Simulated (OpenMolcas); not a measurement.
Energy and gradient calculation, with input and output: BBrF$_{2}$ (part 2 of 2)

The same run, continued: BBrF$_{2}$; HF/def2-SVP, RHF (OpenMolcas 26.06). The geometry comes from this level: GFN2-xTB.

Geometry of the input (Å):
```
F  -0.2185  -1.3520  -0.1087
B  -0.1080  -0.0534  -0.0160
F  -1.2026  0.6486  -0.1426
Br 1.5291  0.7569  0.2672
```

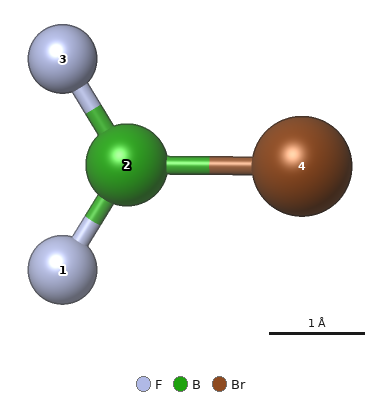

**Figure 1.** The structure (ball-and-stick view, seen on its broad side; atoms are numbered from 1 in the order of the input).

## Log, continued
```
::    Total SCF energy                              -2795.6456577465
      One-electron energy                           -4344.3397465740
      Two-electron energy                            1322.3293965803
      Nuclear repulsion energy                        226.3646922471
      Kinetic energy (interpolated)                  2795.4052525219
      Virial theorem                                    1.0000860001
      Total spin, S(S+1)                                0.0000000000
      Total spin, S                                     0.0000000000
      Max non-diagonal density matrix element           0.0000000156
      Max non-diagonal Fock matrix element              0.0000000022

      All orbitals with orbital energies smaller than  E(LUMO)+0.5 are printed

++    Molecular orbitals:
      -------------------

      Title: SCF orbitals

      Molecular orbitals for symmetry species 1: a

      Basis set list:
        1 F1     1s                 16 B2     1s                 31 F3     1s                 46 BR4    1s                 61 BR4    3d2-
        2 F1     1s                 17 B2     1s                 32 F3     2px                47 BR4    1s                 62 BR4    3d2-
        3 F1     1s                 18 B2     2px                33 F3     2px                48 BR4    2px                63 BR4    3d1-
        4 F1     2px                19 B2     2px                34 F3     2py                49 BR4    2px                64 BR4    3d1-
        5 F1     2px                20 B2     2py                35 F3     2py                50 BR4    2px                65 BR4    3d1-
        6 F1     2py                21 B2     2py                36 F3     2pz                51 BR4    2px                66 BR4    3d0
        7 F1     2py                22 B2     2pz                37 F3     2pz                52 BR4    2py                67 BR4    3d0
        8 F1     2pz                23 B2     2pz                38 F3     3d2-               53 BR4    2py                68 BR4    3d0
        9 F1     2pz                24 B2     3d2-               39 F3     3d1-               54 BR4    2py                69 BR4    3d1+
       10 F1     3d2-               25 B2     3d1-               40 F3     3d0                55 BR4    2py                70 BR4    3d1+
       11 F1     3d1-               26 B2     3d0                41 F3     3d1+               56 BR4    2pz                71 BR4    3d1+
       12 F1     3d0                27 B2     3d1+               42 F3     3d2+               57 BR4    2pz                72 BR4    3d2+
       13 F1     3d1+               28 B2     3d2+               43 BR4    1s                 58 BR4    2pz                73 BR4    3d2+
       14 F1     3d2+               29 F3     1s                 44 BR4    1s                 59 BR4    2pz                74 BR4    3d2+
       15 B2     1s                 30 F3     1s                 45 BR4    1s                 60 BR4    3d2-

  Index Energy  Occupation Coefficients ...

    1 -489.9976    2.0000         43 BR4    1s     ( 0.995),

    2  -65.1669    2.0000         44 BR4    1s     ( 1.048),

    3  -58.5384    2.0000         48 BR4    2px    ( 0.878),

    4  -58.5377    2.0000         56 BR4    2pz    ( 0.979),

    5  -58.5375    2.0000         52 BR4    2py    ( 0.889),

    6  -26.3302    2.0000          1 F1     1s     (-0.682),    29 F3     1s     ( 0.718),

    7  -26.3302    2.0000          1 F1     1s     ( 0.718),    29 F3     1s     ( 0.682),

    8   -9.8591    2.0000         45 BR4    1s     ( 1.100),

    9   -7.7874    2.0000         15 B2     1s     ( 0.992),

   10   -7.4742    2.0000         49 BR4    2px    ( 0.956),

   11   -7.4685    2.0000         57 BR4    2pz    ( 1.067),

   12   -7.4673    2.0000         53 BR4    2py    ( 0.969),

   13   -3.2164    2.0000         60 BR4    3d2-   ( 0.540),    66 BR4    3d0    (-0.453),    72 BR4    3d2+   ( 0.412),

   14   -3.2139    2.0000         69 BR4    3d1+   ( 0.725),

   15   -3.2125    2.0000         60 BR4    3d2-   (-0.510),    72 BR4    3d2+   ( 0.666),

   16   -3.2068    2.0000         63 BR4    3d1-   ( 0.754),

   17   -3.2067    2.0000         60 BR4    3d2-   ( 0.389),    66 BR4    3d0    ( 0.683),

   18   -1.6506    2.0000          1 F1     1s     ( 0.209),     2 F1     1s     ( 0.418),     3 F1     1s     ( 0.263),    29 F3     1s     ( 0.210),
                                  30 F3     1s     ( 0.418),    31 F3     1s     ( 0.263),

   19   -1.6160    2.0000          1 F1     1s     (-0.216),     2 F1     1s     (-0.432),     3 F1     1s     (-0.267),    29 F3     1s     ( 0.216),
                                  30 F3     1s     ( 0.432),    31 F3     1s     ( 0.267),

   20   -1.0644    2.0000         45 BR4    1s     (-0.575),    46 BR4    1s     ( 0.761),

   21   -0.8409    2.0000          6 F1     2py    ( 0.397),     7 F1     2py    (-0.215),    16 B2     1s     (-0.332),    32 F3     2px    ( 0.270),
                                  34 F3     2py    (-0.300),

   22   -0.7936    2.0000          6 F1     2py    (-0.387),    20 B2     2py    ( 0.314),    32 F3     2px    ( 0.408),    33 F3     2px    (-0.223),

   23   -0.7484    2.0000          4 F1     2px    ( 0.410),     5 F1     2px    (-0.265),    32 F3     2px    ( 0.283),    34 F3     2py    ( 0.300),
                                  46 BR4    1s     ( 0.213),

   24   -0.7439    2.0000          8 F1     2pz    ( 0.426),     9 F1     2pz    (-0.285),    36 F3     2pz    ( 0.426),    37 F3     2pz    (-0.285),

   25   -0.6841    2.0000          8 F1     2pz    (-0.463),     9 F1     2pz    ( 0.329),    36 F3     2pz    ( 0.463),    37 F3     2pz    (-0.329),

   26   -0.6755    2.0000          4 F1     2px    (-0.433),     5 F1     2px    ( 0.302),    34 F3     2py    ( 0.466),    35 F3     2py    (-0.311),

   27   -0.5606    2.0000         18 B2     2px    ( 0.255),    46 BR4    1s     ( 0.197),    49 BR4    2px    (-0.258),    50 BR4    2px    ( 0.383),
                                  51 BR4    2px    ( 0.362),

   28   -0.4608    2.0000         57 BR4    2pz    (-0.337),    58 BR4    2pz    ( 0.509),    59 BR4    2pz    ( 0.581),

   29   -0.4503    2.0000         53 BR4    2py    (-0.314),    54 BR4    2py    ( 0.478),    55 BR4    2py    ( 0.536),

   30    0.1389    0.0000         22 B2     2pz    ( 0.495),    23 B2     2pz    (-0.765),

   31    0.1857    0.0000         17 B2     1s     ( 2.142),

   32    0.2887    0.0000         21 B2     2py    (-1.380),

   33    0.2925    0.0000         16 B2     1s     ( 1.177),    17 B2     1s     (-0.897),

   34    0.3323    0.0000         19 B2     2px    ( 2.070),    47 BR4    1s     (-1.580),

   35    0.4127    0.0000         22 B2     2pz    ( 0.993),    23 B2     2pz    ( 1.139),

   36    0.5717    0.0000         20 B2     2py    ( 0.649),    21 B2     2py    ( 0.792),    74 BR4    3d2+   (-0.420),

   37    0.5891    0.0000         46 BR4    1s     (-2.137),    47 BR4    1s     ( 3.429),

--

++    Molecular charges:
      ------------------

      Mulliken charges per centre and basis function type
      ---------------------------------------------------

                F1      B2      F3      BR4
      1s       3.8567  2.6461  3.8567  7.9306
      2px      1.9032  0.6104  1.6558  5.4979
      2pz      1.8604  0.3177  1.8588  5.8733
      2py      1.5639  0.5861  1.8128  5.8391
      3d2+     0.0032  0.0949  0.0019  2.0086
      3d1+     0.0000  0.0318  0.0014  2.0055
      3d0      0.0010  0.0199  0.0010  2.0045
      3d1-     0.0019  0.0426  0.0006  2.0015
      3d2-     0.0017  0.0933  0.0029  2.0121
      Total    9.1920  4.4428  9.1920 35.1732

      N-E     -0.1920  0.5572 -0.1920 -0.1732

      Total electronic charge=   58.000000

      Total            charge=   -0.000000
--

++    Molecular properties:
      ---------------------

      Charge (e):
                      =   -0.0000
      Dipole Moment (debye):
      Origin of the operator (angstrom)=    0.7230    0.3578    0.1262
                   X=  4.9196E-01               Y=  2.4381E-01               Z=  1.0224E-01           Total=  5.5850E-01
      Quadrupole Moment (debye*angstrom):
      Origin of the operator (angstrom)=    0.7230    0.3578    0.1262
                  XX= -3.4940E+01              XY=  4.9385E-01              XZ= -5.0468E-01              YY= -3.5722E+01
                  YZ= -1.7411E-01              ZZ= -3.1589E+01
      In traceless form (debye*angstrom)
                  XX= -1.2849E+00              XY=  7.4078E-01              XZ= -7.5702E-01              YY= -2.4573E+00
                  YZ= -2.6116E-01              ZZ=  3.7422E+00
--

--- Stop Module: scf /rc=_RC_ALL_IS_WELL_ ---
--- Module scf spent 2 seconds ---

--- Start Module: alaska ---

                                              &ALASKA

                       available to each process: 1.9 GB of memory, 1 thread

                     Threshold for contributions to the gradient: 1.000E-07

                    ********************************************
                    * Symmetry Adapted Cartesian Displacements *
                    ********************************************

           Irreducible representation : a
           Basis function(s) of irrep: x, y, xy, Rz, z, xz, Ry, yz, Rx, I

 Basis Label        Type   Center Phase
   1   F1           x         1     1
   2   F1           y         1     1
   3   F1           z         1     1
   4   B2           x         2     1
   5   B2           y         2     1
   6   B2           z         2     1
   7   F3           x         3     1
   8   F3           y         3     1
   9   F3           z         3     1
  10   BR4          x         4     1
  11   BR4          y         4     1
  12   BR4          z         4     1

                     No automatic utilization of translational and rotational invariance of the energy is employed.

 Conventional ERI gradients!

 **************************************************
 *              Molecular gradients               *
 **************************************************

  Irreducible representation: a
 ------------------------------------------------------------------------------------------
                              X                       Y                       Z
 ------------------------------------------------------------------------------------------
  F1               -2.25799254589010E-03   -5.37622278183747E-03   -1.02113479572052E-03
  B2                3.25935397904287E-02    1.61695626106333E-02    6.70191290278455E-03
  F3               -5.58341879878199E-03    1.45247626830169E-03   -1.13189429830030E-03
  BR4              -2.47521284457264E-02   -1.22458160970673E-02   -4.54888380877705E-03
 ------------------------------------------------------------------------------------------

--- Stop Module: alaska /rc=_RC_ALL_IS_WELL_ ---
--- Module alaska spent 1 second ---

.##################.
.# Happy landing! #.
.##################.

    Timing: Wall=5.54 User=4.51 System=1.02
```

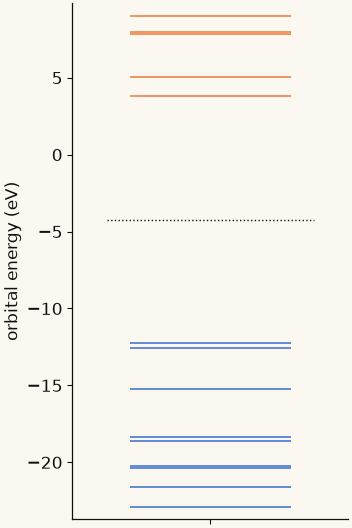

**Figure 2.** Orbital energies near the frontier; the dotted line parts filled from empty levels, and levels within 0.02 eV of each other stand side by side. Highest filled −12.25 eV, lowest empty 3.78 eV, 16.03 eV apart.

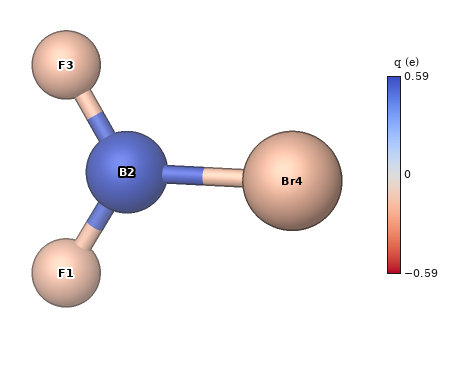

**Figure 3.** Mulliken charges, as the colour of each atom (ball-and-stick view, seen at a tilt; atoms are numbered from 1 in the order of the input). By element: F −0.19, B +0.56 and Br −0.17 e.
